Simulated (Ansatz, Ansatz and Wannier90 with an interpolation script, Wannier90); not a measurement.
**CdTe (F-43m): what limits a Wannier interpolation of GW**

How do the Wannier model and the GW settings move the interpolated bands of CdTe (F-43m)?

Main program and level: Wannier90 4.0.3; maximally localised Wannier functions from the overlaps of LDA states (plane waves, PAW).

The database entry behind the starting cell differs from later determinations by our own check (an axis about 1.1 % short against later determinations), so it need not match the best structure at ambient conditions.

## Step 1: Set-up

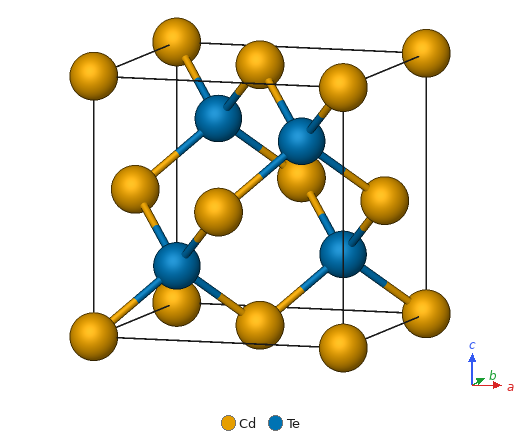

The cell as given, slightly off an axis (cadmium orange, tellurium blue). This picture shows the conventional cell, with its axes. Bonds to atoms that aren't drawn are left out. Some periodic images of atoms are drawn too.

The cell and positions come from the Crystallography Open Database and are kept as given unless a step says otherwise. Spin-orbit coupling is left out unless a step names it.

## Step 2: Wannier model on 12×12×12, by Wannier90

Localised functions give a small Hamiltonian that interpolates between mesh points at no cost.

The input, w.win:

```
num_iter = 1200
conv_tol = 1.0e-8
conv_window = 5
dis_num_iter = 4000
dis_conv_tol = 1.0e-8
dis_mix_ratio = 0.7
write_hr = true
use_ws_distance = false
num_print_cycles = 50
! ansatz wannier90 interface
! projections by site (counted from 0) and shell: 0 5S, 1 5P
! states of the run's bands (counted from 1): 1-22
num_bands = 22
num_wann  = 4
dis_win_min = 2.78
dis_win_max = 13.26
dis_froz_min = 2.78
dis_froz_max = 8.73
guiding_centres = true

begin unit_cell_cart
Ang
                      0.0                    3.205                    3.205
                    3.205                      0.0                    3.205
                    3.205                    3.205                      0.0
end unit_cell_cart

begin atoms_frac
Cd                       0.0                      0.0                      0.0
Te                      0.75                     0.75                     0.75
end atoms_frac

mp_grid = 12 12 12

[... the mesh's points ...]
```

Run with:

```sh
$ OMP_NUM_THREADS=1 mpirun -n 8 wannier90.x w > wannier90.x.log
```

Numbers of over 12 decimals in the logs are rounded to 6 here.

What it wrote:

```text
TEM
                                    ------

                              Lattice Vectors (Ang)
                    a_1     0.000000   3.205000   3.205000
                    a_2     3.205000   0.000000   3.205000
                    a_3     3.205000   3.205000   0.000000

                   Unit Cell Volume:      65.84368  (Ang^3)

                        Reciprocal-Space Vectors (Ang^-1)
                    b_1    -0.980216   0.980216   0.980216
                    b_2     0.980216  -0.980216   0.980216
                    b_3     0.980216   0.980216  -0.980216

 *----------------------------------------------------------------------------*
 |   Site       Fractional Coordinate          Cartesian Coordinate (Ang)     |
 +----------------------------------------------------------------------------+
 | cd   1   0.00000   0.00000   0.00000   |    0.00000   0.00000   0.00000    |
 | te   1   0.75000   0.75000   0.75000   |    4.80750   4.80750   4.80750    |
 *----------------------------------------------------------------------------*
                                ------------
                                K-POINT GRID
                                ------------

             Grid size = 12 x 12 x 12      Total points = 1728

 *---------------------------------- MAIN ------------------------------------*
 |  Number of Wannier Functions               :                 4             |
 |  Number of Objective Wannier Functions     :                 4             |
 |  Number of input Bloch states              :                22             |
 |  Output verbosity (1=low, 5=high)          :                 1             |
 |  Timing Level (1=low, 5=high)              :                 1             |
 |  Optimisation (0=memory, 3=speed)          :                 3             |
 |  Length Unit                               :               Ang             |
 |  Post-processing setup (write *.nnkp)      :                 F             |
 |  Using Gamma-only branch of algorithms     :                 F             |
 *----------------------------------------------------------------------------*
 *------------------------------- WANNIERISE ---------------------------------*
 |  Total number of iterations                :              1200             |
 |  Number of CG steps before reset           :                 5             |
 |  Trial step length for line search         :             2.000             |
 |  Convergence tolerence                     :         0.100E-07             |
 |  Convergence window                        :                 5             |
 |  Iterations between writing output         :                50             |
 |  Iterations between backing up to disk     :               100             |
 |  Write r^2_nm to file                      :                 F             |
[...]
+--------------------------------------------------------------------+<-- CONV

 ------------------------------------------------------------------------------
 Initial State
  WF centre and spread    1  ( -0.000000, -0.000000, -0.000000 )     5.27972701
  WF centre and spread    2  (  4.807500,  4.807500,  4.807500 )     4.01390329
  WF centre and spread    3  (  4.807500,  4.807500,  4.807500 )     4.01390329
[...]
Sum of centres and spreads ( 14.422500, 14.422500, 14.422500 )    17.32143687

      0     0.173E+02     0.0000000000       17.3214368669       0.57  <-- CONV
        O_D=      0.2892186 O_OD=      0.7039276 O_TOT=     17.3214369 <-- SPRD
 ------------------------------------------------------------------------------
 Cycle:      1
[...]
Sum of centres and spreads ( 14.422500, 14.422500, 14.422500 )    17.25423598

      1    -0.672E-01     0.1242883025       17.2542359772       0.58  <-- CONV
        O_D=      0.2634994 O_OD=      0.6624458 O_TOT=     17.2542360 <-- SPRD
 Delta: O_D= -0.2571913E-01 O_OD= -0.4148176E-01 O_TOT= -0.6720089E-01 <-- DLTA
 ------------------------------------------------------------------------------
 Cycle:     50
[...]
Sum of centres and spreads ( 14.422500, 14.422500, 14.422500 )    17.18148936

     50    -0.137E-10     0.0000612649       17.1814893618       1.02  <-- CONV
        O_D=      0.2588082 O_OD=      0.5943904 O_TOT=     17.1814894 <-- SPRD
 Delta: O_D=  0.2661131E-09 O_OD= -0.2798125E-09 O_TOT= -0.1369926E-10 <-- DLTA
 ------------------------------------------------------------------------------

             <<<     Delta < 1.000E-08  over  5 iterations     >>>
             <<< Wannierisation convergence criteria satisfied >>>

 Final State
[...]
WF centre and spread    3  (  4.807500,  4.807500,  4.807500 )     3.91212541
  WF centre and spread    4  (  4.807500,  4.807500,  4.807500 )     3.91212541
  Sum of centres and spreads ( 14.422500, 14.422500, 14.422500 )    17.18148934

         Spreads (Ang^2)       Omega I      =    16.328290742
        ================       Omega D      =     0.258809264
                               Omega OD     =     0.594389334
    Final Spread (Ang^2)       Omega Total  =    17.181489340
 ------------------------------------------------------------------------------

 Writing checkpoint file w.chk... done

 *---------------------------------------------------------------------------*
 |                               PLOTTING                                    |
 *---------------------------------------------------------------------------*

 *===========================================================================*
 |                             TIMING INFORMATION                            |
 *===========================================================================*
 |    Tag                                                Ncalls      Time (s)|
 |---------------------------------------------------------------------------|
 |kmesh: get                                        :         1         0.388|
 |overlap: read                                     :         1         3.559|
 |dis: main                                         :         1         0.584|
 |wann: main                                        :         1         0.507|
 |plot: main                                        :         1         0.044|
 *---------------------------------------------------------------------------*
 All done: wannier90 exiting
```

It took 6.4 s on 8 MPI ranks of Arm Neoverse V2, shared host.

Numbers from this step:

| Property | Result |
| --- | --- |
| gauge-invariant spread | 16.33 Å² |
| diagonal spread | 0.2588 Å² |
| off-diagonal spread | 0.5944 Å² |
| total spread | 17.18 Å² |
| disentanglement steps | 153 |
| r.m.s. interpolation error | 2.27e-4 eV |
| r.m.s. error near the gap | 2.71e-4 eV |

Near the gap the model misses directly solved bands by 0.3 meV r.m.s. and by 1 meV at most in the window tested. This tests the starting bands, not the corrections carried with them.

## Step 3: Wannier model on 12×12×12, by the program's own minimiser

This step: maximally localised Wannier functions, LDA, plane waves, PAW.

The input, input.yaml:

```yaml
crystal:
  lattice:
    - [0.0, 3.205, 3.205]
    - [3.205, 0.0, 3.205]
    - [3.205, 3.205, 0.0]
  atoms:
    - { symbol: Cd, position: [0.0, 0.0, 0.0] }
    - { symbol: Te, position: [0.75, 0.75, 0.75] }
kpoints:
  mp_grid: { grid: [6, 6, 6] }
hamiltonian:
  xc: lda
scf:
  occupations: { method: fixed }
  n_extra_bands: 35
output:
  wannier:
    kmesh: [12, 12, 12]
    projections: [{ species: Cd, l: s, shell: 5 }, { species: Te, l: p, shell: 5 }]
    minimise: true
    write_hr: true
    seedname: w
    conv_tol: 1.0e-06
    max_iter: 20000
    stability_check: false
    disentanglement:
      window: [2.78, 13.26]
      frozen_window: [2.78, 8.73]
      conv_tol: 1.0e-08
```

Run with:

```sh
$ ansatz run input.yaml --threads 12 --pin off --max-ram 22118MiB --backend cpu --events-out ev --progress --plain --runs-dir out
```

What it wrote:

```text
scf.n_extra_bands = 35 over 18 filled bands (N_el = 36.0): the run solves 53 bands
Engine: ansatz 0.2.0, aarch64-unknown-linux-gnu
Pseudopotentials: kind: paw
Pseudopotential: Cd, paw, valence charge 20, recommended cutoff 420 eV (normal), Cd.paw.azcp
Pseudopotential: Te, paw, valence charge 16, recommended cutoff 420 eV (normal), Te.paw.azcp
Functional definition: SPW92
  exchange = slater_x
  correlation = pw_c
Crystal: 2 atoms, lattice volume = 65.844 Å³
Basis set: ecut = 420 eV, 1243 PW (Γ)
Bands: 53, of which v1, the nominal top of the filled ones, is band 18 counted from 1 (17 counted from 0)
Symmetry: 24 space group operations
Space group: F-43m (ITA 216), of the structure as read, at distance tolerance 4.0e-5 Å
k-points: 16 of 216 (time reversal used)
Non-local potential: Cd, projectors of the file, l = 0: 3, l = 1: 2, l = 2: 2, l = 3: 1
Non-local potential: Te, projectors of the file, l = 0: 2, l = 1: 2, l = 2: 2, l = 3: 2
PAW form: soft (Blöchl's): semilocal exchange-correlation on the pseudo side does not see the compensation charge
PAW frozen core: Cd, regenerated for the run's functional, and the local potential with it (the file was generated under x = pbe(κ = 0.804, μ = 0.219515), c = pbe(β = 0.066725))
PAW frozen core: Te, regenerated for the run's functional, and the local potential with it (the file was generated under x = pbe(κ = 0.804, μ = 0.219515), c = pbe(β = 0.066725))
PAW one-centre angular grid: Cd, 590 points (default); XC on 64 Gauss nodes
PAW one-centre angular grid: Te, 590 points (default); XC on 64 Gauss nodes
[...]
SCF 1 converged in 6 iterations: F = -14945.804168 eV  dr2 = 6.90e-9
[...]
NSCF: frozen V_eff on 75 k-points
the Wannier pass solved 75 of the 1728 points of its mesh, and has the states at the others by symmetry: states obtained by the crystal's operations at points that were solved too leave a residual of 7.48e-13 eV (read by the count's bands and the next), within 5.56e-6 eV
SCF converged after 6 iterations
Free energy (F): -14945.804168 eV
Harris-Foulkes:  -14945.804168 eV  (|F-HF|=6.57e-9)
Internal energy: -14945.804168 eV  (E = F + TS)
E sigma→0 (E₀):  -14945.804168 eV
Fermi energy:    7.621005 eV
--- Per-component energies (eV) ---
  E_band       = -786.062291
  E_kinetic    = 687.586738
  E_local      = -5359.077653  (includes V_loc(G=0)·N_el)
  E_nonlocal   = -263.897557
  E_hartree    = 2700.122724
  E_xc         = -299.544703
  E_vxc        = -326.523309  (∫ρ·V_xc dr)
  E_paw        = -8457.693420  (= ΣΔE_a)
  E_vpaw       = -924.390737  (= ΣTr[D̂ρ^β])
  E_aug_tail   = -0.000224  (compensation charges beyond the density's cutoff)
  E_ewald      = -3954.745301
  E_core_change = 1.445230  (= ΣΔE_core)
  E_smearing   = -0.000000  (= −TS)
  E_closure    = -0.000000  (closes the sum)
  Σ components = -14945.804168   (vs F -14945.804168, Δ=0.00e0)
--- Band table (eV; the first three rows and the last of 16) ---
  k-point 0: bands = [... 14 lower, -0.4799, 7.6210, 7.6210, 7.6210, 8.2297, 12.1324, 12.1324, 12.1324, ... 31 higher]
  k-point 1: bands = [... 14 lower, -0.4814, 5.7673, 7.3736, 7.3736, 9.3721, 12.2379, 12.4875, 12.4875, ... 31 higher]
  k-point 2: bands = [... 14 lower, -0.3924, 3.8366, 6.9642, 6.9642, 9.4105, 12.7809, 12.7809, 13.7839, ... 31 higher]
  k-point 15: bands = [... 14 lower, 0.0996, 3.1671, 5.2531, 5.3324, 11.2479, 11.2846, 14.2503, 14.5387, ... 31 higher]
Wannier search: line search 1 of at most 20000: gauge-dependent spread (as the search counts it) 0.9264544 Å², largest recent change 6.7e-2 Å² against conv_tol 1.0e-6 Å², 0 stops escaped
```

The job ended after 11 s (12 threads; peak memory 2.5 GiB; 55 s of CPU time).

This step gave:

```
gauge-invariant spread     : 16.33 Å²
diagonal spread            : 0.2590 Å²
off-diagonal spread        : 0.5948 Å²
total spread               : 17.18 Å²
least projectability       : 0.3844
localisation steps         : 39
disentanglement steps      : 139
r.m.s. interpolation error : 2.23e-4 eV
r.m.s. error near the gap  : 2.65e-4 eV
```

Near the gap the model misses directly solved bands by 0.3 meV r.m.s. and by 1 meV at most in the window tested. This tests the starting bands, not the corrections carried with them.

Frozen up to 1.11 eV; above it the model need not follow the bands. The electronic bands at the labelled points (eV, zero at the valence-band top; v1 is the highest filled band, c1 the lowest empty one):

```
    point     v3     v2     v1    c1
        Γ   0.00   0.00   0.00  0.61
        X  -4.54  -2.00  -2.00  2.55
        U  -4.44  -2.74  -1.66  3.31
jump to K  -4.44  -2.74  -1.66  3.31
        Γ   0.00   0.00   0.00  0.61
        L  -4.69  -0.83  -0.83  1.67
        W  -4.42  -2.48  -2.37  4.27
        X  -4.54  -2.00  -2.00  2.55
```

The same for Kohn-Sham, solved directly:

```
point     v3     v2     v1    c1
    Γ   0.00   0.00   0.00  0.61
    X  -4.54  -2.00  -2.00  2.38
    U  -4.44  -2.74  -1.66  2.74
    K  -4.44  -2.74  -1.66  2.74
    Γ   0.00   0.00   0.00  0.61
    L  -4.69  -0.83  -0.83  1.67
    W  -4.42  -2.48  -2.37  4.27
    X  -4.54  -2.00  -2.00  2.38
```

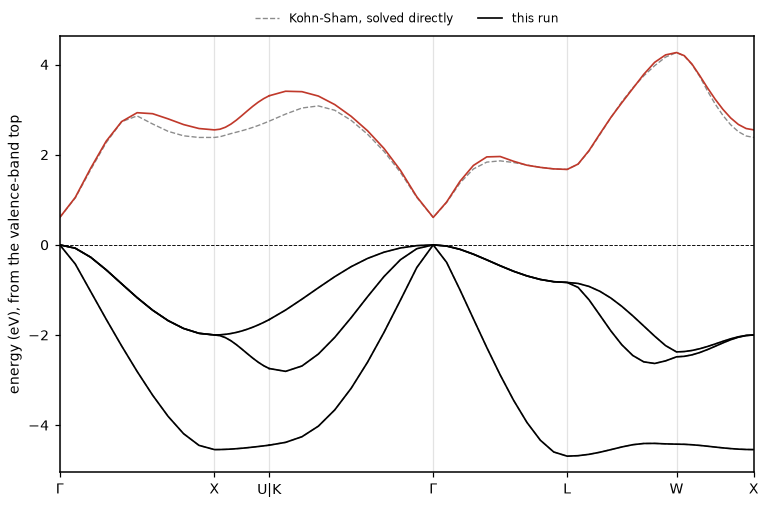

Electronic bands along the path; lines of filled and empty bands in two colours; dashed: Kohn-Sham, solved directly.

## Step 4: Wannier model on 6×6×6, by Wannier90

This step: maximally localised Wannier functions from the overlaps of LDA states (plane waves, PAW).

Changes to w.win since step 2:

```diff
@@ -32,3 +32,3 @@
 
-mp_grid = 12 12 12
+mp_grid = 6 6 6
```

Run with:

```sh
$ OMP_NUM_THREADS=1 mpirun -n 8 wannier90.x w > wannier90.x.log
```

What it wrote:

```text
[banner, memory and clock lines left out]
TEM
                                    ------

                              Lattice Vectors (Ang)
                    a_1     0.000000   3.205000   3.205000
                    a_2     3.205000   0.000000   3.205000
                    a_3     3.205000   3.205000   0.000000

                   Unit Cell Volume:      65.84368  (Ang^3)

                        Reciprocal-Space Vectors (Ang^-1)
                    b_1    -0.980216   0.980216   0.980216
                    b_2     0.980216  -0.980216   0.980216
                    b_3     0.980216   0.980216  -0.980216

 *----------------------------------------------------------------------------*
 |   Site       Fractional Coordinate          Cartesian Coordinate (Ang)     |
 +----------------------------------------------------------------------------+
 | cd   1   0.00000   0.00000   0.00000   |    0.00000   0.00000   0.00000    |
 | te   1   0.75000   0.75000   0.75000   |    4.80750   4.80750   4.80750    |
 *----------------------------------------------------------------------------*
                                ------------
                                K-POINT GRID
                                ------------

             Grid size =  6 x  6 x  6      Total points =  216

 *---------------------------------- MAIN ------------------------------------*
 |  Number of Wannier Functions               :                 4             |
 |  Number of Objective Wannier Functions     :                 4             |
 |  Number of input Bloch states              :                22             |
 |  Output verbosity (1=low, 5=high)          :                 1             |
 |  Timing Level (1=low, 5=high)              :                 1             |
[...]
Sum of centres and spreads ( 14.422500, 14.422500, 14.422500 )    15.98794942

      1    -0.778E-01     0.2400633829       15.9879494176       0.02  <-- CONV
        O_D=      0.2502202 O_OD=      0.9118335 O_TOT=     15.9879494 <-- SPRD
 Delta: O_D= -0.2557645E-01 O_OD= -0.5224111E-01 O_TOT= -0.7781757E-01 <-- DLTA

             <<<     Delta < 1.000E-08  over  5 iterations     >>>
             <<< Wannierisation convergence criteria satisfied >>>

 Final State
[...]
WF centre and spread    3  (  4.807500,  4.807500,  4.807500 )     3.65719481
  WF centre and spread    4  (  4.807500,  4.807500,  4.807500 )     3.65719481
  Sum of centres and spreads ( 14.422500, 14.422500, 14.422500 )    15.95788442

         Spreads (Ang^2)       Omega I      =    14.825895778
        ================       Omega D      =     0.255704023
                               Omega OD     =     0.876284617
    Final Spread (Ang^2)       Omega Total  =    15.957884418

 Writing checkpoint file w.chk... done

 *---------------------------------------------------------------------------*
 |                               PLOTTING                                    |
 *---------------------------------------------------------------------------*

 *===========================================================================*
 |                             TIMING INFORMATION                            |
 *===========================================================================*
 |    Tag                                                Ncalls      Time (s)|
 |---------------------------------------------------------------------------|
 |kmesh: get                                        :         1         0.049|
 |overlap: read                                     :         1         0.445|
 |dis: main                                         :         1         0.033|
 |wann: main                                        :         1         0.028|
 |plot: main                                        :         1         0.006|
 *---------------------------------------------------------------------------*
 All done: wannier90 exiting
```

The job ended after 1.3 s (8 MPI ranks).

This step gave:

| Item | Value |
| --- | --- |
| gauge-invariant spread | 14.83 Å² |
| diagonal spread | 0.2557 Å² |
| off-diagonal spread | 0.8763 Å² |
| total spread | 15.96 Å² |
| disentanglement steps | 41 |
| r.m.s. interpolation error | 0.003584 eV |
| r.m.s. error near the gap | 0.003473 eV |

Near the gap the model misses directly solved bands by 3.5 meV r.m.s. and by 12 meV at most in the window tested. This tests the starting bands, not the corrections carried with them.

Frozen up to 1.11 eV; above it the model need not follow the bands. The electronic bands at the labelled points (eV, zero at the valence-band top; v1 is the highest filled band, c1 the lowest empty one):

```
    point     v3     v2     v1    c1
        Γ   0.00   0.00   0.00  0.61
        X  -4.54  -2.00  -2.00  2.55
        U  -4.44  -2.74  -1.66  3.30
jump to K  -4.44  -2.74  -1.66  3.30
        Γ   0.00   0.00   0.00  0.61
        L  -4.69  -0.83  -0.83  1.67
        W  -4.42  -2.49  -2.37  4.07
        X  -4.54  -2.00  -2.00  2.55
```

The same for Kohn-Sham, solved directly:

(Unchanged from step 3.)

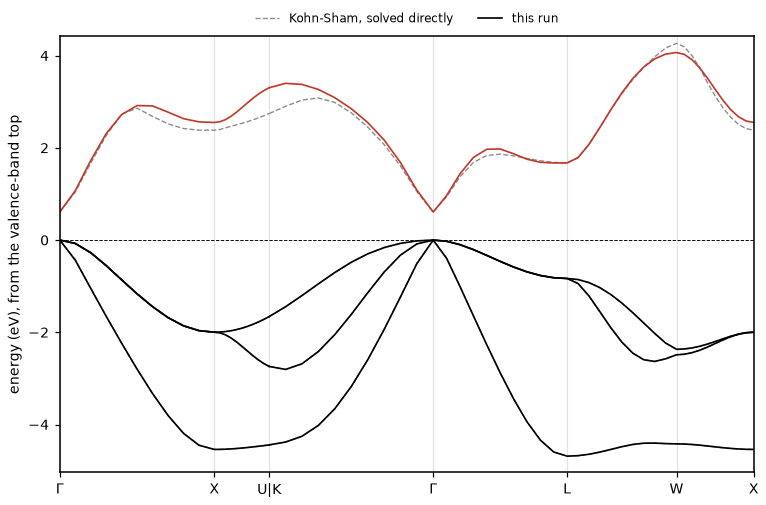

Electronic bands along the path; lines of filled and empty bands in two colours; dashed: Kohn-Sham, solved directly.

## Step 5: A faulty Wannier input

This step: maximally localised Wannier functions, LDA, plane waves, PAW.

Changes to input.yaml since step 3:

```diff
@@ -17,3 +17,3 @@
   wannier:
-    kmesh: [12, 12, 12]
+    kmesh: [6, 6, 6]
     projections: [{ species: Cd, l: s, shell: 5 }, { species: Te, l: p, shell: 5 }]
@@ -23,3 +23,3 @@
     conv_tol: 1.0e-06
-    max_iter: 20000
+    max_iter: 3
     stability_check: false
```

Run with:

```sh
$ ansatz run input.yaml --threads 12 --pin off --max-ram 22118MiB --backend cpu --events-out ev --progress --plain --runs-dir out
```

What it wrote:

```text
Error: invalid value for `output.wannier.max_iter`: must be ≥ 5; got 3
```

Elapsed: 0.15 s, on 12 threads; peak memory 0.088 GiB.

The input was rejected at the start.

The program's message: “Error: invalid value for `output.wannier.max_iter`: must be ≥ 5; got 3”

The fault put into this input: too few iterations.

(Continued in part 2 of 2.)

[Paths, hosts, dates, memory and timing lines, banners, echoed tables and standing remarks are left out of the program output.]

[Logs are printed without paths, hosts, clocks, repeated set-up lines and the standing remarks that a program may print on its own settings, such as how far it seeks lower states.]

[Runs of the session that timed out or met a known fault of the program may be left out.]

[Hosts, paths, dates, database ids (printed as entryN), source tags and the programs' standing remarks are cut or masked in the printed files.]
